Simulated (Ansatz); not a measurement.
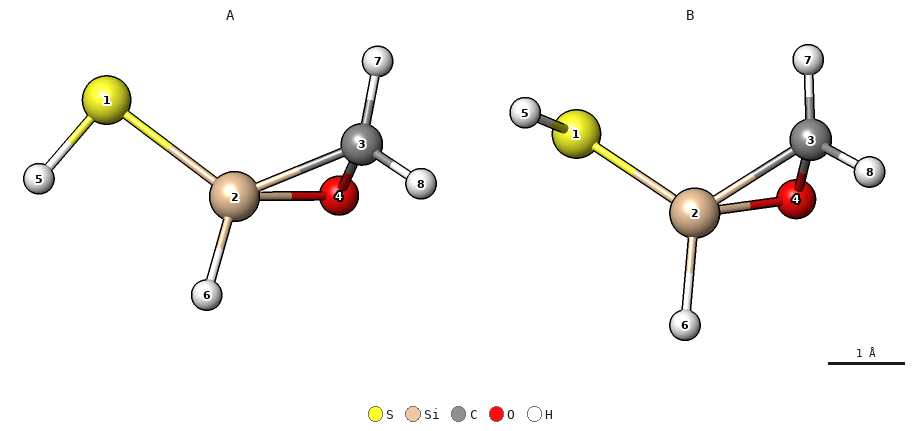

Two geometries of CH$_{4}$OSSi, drawn at one scale. One is the start of a relaxation, the other its converged end. A ball-and-stick model, seen face on.

The calculation used RKS BLYP/STO-3G (Ansatz 0.2.0). (no spin polarisation; force threshold 0.015 eV/Å; at most 40 steps)

> Which geometry has the lower energy?

Structure A is the relaxed one. The run prepares an end point of a later path (torsion) calculation, from a guessed geometry. Over 14 accepted moves (16 points after the start) the energy falls by 25.2 kcal/mol. Largest force component: 6.8 eV/Å at the start, 0.0046 eV/Å at the end. The line search rejected the trial steps at points 9, 11 of the run. The forces were under the threshold at step 13, but the run went on from there. H5 moves most after the best rigid fit: 1.07 Å. Largest moves by element: H 1.07 Å, S 0.64 Å, Si 0.22 Å, O 0.18 Å, C 0.17 Å. Some distances before and after: C3–O4 1.377 → 1.539 Å, Si2–O4 1.650 → 1.757 Å, S1–Si2 2.065 → 2.148 Å, C3–H7 1.052 → 1.115 Å. Among the angles between lasting bonds that change: S1–Si2–O4 108.2° → 119.6°, O4–Si2–H6 105.4° → 116.3°, O4–C3–H7 123.9° → 114.2°.

Limits of the set-up: STO-3G is a minimal basis, so the numbers are rough.
